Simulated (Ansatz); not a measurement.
# UBCCD(T)/6-31G(d) (spherical functions) run of C2H6Ga (SMILES C[Ga]C)

Aim: the vertical ionisation energy of C2H6Ga at UBCCD(T)/6-31G* (spherical functions), from 2 runs. 

Program for the calculation: Ansatz 0.2.0.

70 further runs of the same task are left out: 1 that didn't finish, 69 set aside as unsound or not needed.

### Step 1. The molecule

C2H6Ga has 9 atoms, charge 0, and is taken as a doublet. As SMILES, `C[Ga]C`. The shape is that of a PBE0-D4/def2-TZVP optimisation.

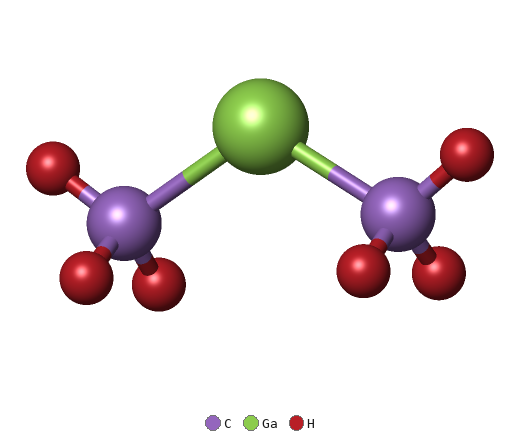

Viewed from a chosen angle; carbon purple, gallium green, hydrogen red.

### Step 2. A single-point energy at UBCCD(T)/6-31G(d) (spherical functions)

File run.yaml:

```yaml
crystal:
  periodic: [false, false, false]
  atoms:
    - {symbol: C, position_ang: [-1.246620, 1.163020, 0.175280]}
    - {symbol: Ga, position_ang: [0.456630, 0.385560, 0.873010]}
    - {symbol: C, position_ang: [1.273950, -1.139610, -0.126050]}
    - {symbol: H, position_ang: [-2.014290, 0.382510, 0.177460]}
    - {symbol: H, position_ang: [-1.092470, 1.479700, -0.861100]}
    - {symbol: H, position_ang: [-1.602690, 2.011340, 0.758180]}
    - {symbol: H, position_ang: [2.201980, -1.496820, 0.318200]}
    - {symbol: H, position_ang: [1.469380, -0.822030, -1.155250]}
    - {symbol: H, position_ang: [0.554120, -1.963680, -0.159730]}
basis:
  gaussian:
    orbitals: 6-31G_st_-spherical.json
scf:
  omitted_lower_state_checks: [cluster_reference, increment]
magnetization:
  spin_polarized: true
  initial_magnetization: 1
accuracy: high
correlation:
  method: bccd_t
  frozen_orbitals: {C: 1, Ga: 9, H: 0}
```

The basis set 6-31G* is read from a file made from the Basis Set Exchange's data (not shown).

Launch:

```console
ansatz run run.yaml --threads 1 --pin off --max-ram 3480MiB --events-out events.jsonl --progress --plain --runs-dir runs
```

Standard output (excerpt; [...] marks lines left out):

```text
Warning: RAYON_NUM_THREADS=1 ignored (pool sized by the plan → 1); use --threads N
Functional definition: HF
  name "HF"
[...]
1662 factors; integrals over basis functions are off by at most 4.7e-9 eV
[...]
mean field -54481.50236546 eV, -2002.1582830421 hartree, gradient 8.8e-8 eV, S^2 0.755469; 0 other end points of the search recorded, 0 dependent functions left out
11 core orbitals not correlated: weight in the atoms' cores, before any rotation towards them, 1.000 or more for the frozen orbitals, at most 0.000 for the correlated occupied ones
reference -54481.50236546 eV, -2002.1582830421 hartree; 14, 13 occupied and 47, 48 virtual orbitals, 1662 factors
second order -13.32648309 eV of doubles, -0.00000000 eV of singles
cycle   1  -13.26320047 eV  change    6.3e-2 eV  update   9.2e-2
[...]
cycle  23  -13.81542804 eV  change    1.0e-9 eV  update   1.9e-9
perturbative correction -0.39881506 eV, -0.0146561831 hartree
Total energy: -54495.71660857 eV, -2002.6806468414 hartree
Checks for a lower state left out: cluster_reference, increment
```

Run time: 47 s. Hardware: 1 thread of Arm Neoverse V2, shared host; peak memory 0.72 GiB.

### Step 3. The singlet cation at the same level

File job.yaml:

```yaml
basis:
  gaussian:
    orbitals: 6-31G_st_-spherical.json
crystal:
  periodic: [false, false, false]
  atoms:
    - symbol: C
      position_ang: [-1.246620, 1.163020, 0.175280]
    - symbol: Ga
      position_ang: [0.456630, 0.385560, 0.873010]
    - symbol: C
      position_ang: [1.273950, -1.139610, -0.126050]
    - symbol: H
      position_ang: [-2.014290, 0.382510, 0.177460]
    - symbol: H
      position_ang: [-1.092470, 1.479700, -0.861100]
    - symbol: H
      position_ang: [-1.602690, 2.011340, 0.758180]
    - symbol: H
      position_ang: [2.201980, -1.496820, 0.318200]
    - symbol: H
      position_ang: [1.469380, -0.822030, -1.155250]
    - symbol: H
      position_ang: [0.554120, -1.963680, -0.159730]
total_charge: 1
correlation:
  method: bccd_t
  frozen_orbitals: {C: 1, Ga: 9, H: 0}
accuracy: high
scf:
  omitted_lower_state_checks: [cluster_reference, increment]
```

The basis set 6-31G* is read from a file made from the Basis Set Exchange's data (not shown).

Launch:

```console
ansatz run job.yaml --threads 1 --pin off --max-ram 3480MiB --events-out events.jsonl --progress --plain --runs-dir runs
```

Standard output (excerpt; [...] marks lines left out):

```text
Warning: RAYON_NUM_THREADS=1 ignored (pool sized by the plan → 1); use --threads N
Functional definition: HF
  name "HF"
[...]
1662 factors; integrals over basis functions are off by at most 4.7e-9 eV
[...]
mean field -54474.86123562 eV, -2001.9142260218 hartree, gradient 1.9e-8 eV, S^2 0.000000; 0 other end points of the search recorded, 0 dependent functions left out
11 core orbitals not correlated: weight in the atoms' cores, before any rotation towards them, 1.000 or more for the frozen orbitals, at most 0.000 for the correlated occupied ones
reference -54474.86123562 eV, -2001.9142260218 hartree; 13, 13 occupied and 48, 48 virtual orbitals, 1662 factors
second order -13.30336419 eV of doubles, -0.00000000 eV of singles
cycle   1  -13.21110209 eV  change    9.2e-2 eV  update   9.4e-2
[...]
cycle  21  -13.76301821 eV  change    1.1e-9 eV  update   1.1e-9
perturbative correction -0.42435546 eV, -0.0155947754 hartree
Total energy: -54489.04860929 eV, -2002.4356023876 hartree
Checks for a lower state left out: cluster_reference, increment
```

Run time: 14 s. Hardware: 1 thread of Arm Neoverse V2, shared host; peak memory 0.4 GiB.

### Step 4. What came out

At UBCCD(T)/6-31G* (spherical functions), 11 core orbitals frozen:

| quantity | value |
| --- | --- |
| doublet C2H6Ga: total energy | -2002.68065 Eh |
| doublet C2H6Ga: correlation energy (11 core orbitals frozen) | -522.4 mEh |
| doublet C2H6Ga: (T) correction | -14.66 mEh |
| doublet C2H6Ga: ⟨S²⟩ of the reference determinant | 0.755 |
| singlet cation: total energy | -2002.43560 Eh |
| singlet cation: correlation energy (11 core orbitals frozen) | -521.4 mEh |
| singlet cation: (T) correction | -15.59 mEh |
| vertical ionisation energy (to the singlet cation) | 6.668 eV |

In words: The vertical ionisation energy comes to 6.67 eV (154 kcal/mol). Only the singlet of the ionised species was computed; a triplet could lie lower. The triples (doublet C2H6Ga) make up 2.8 % of the correlation energy. The triples (singlet cation) make up 3.0 % of the correlation energy.
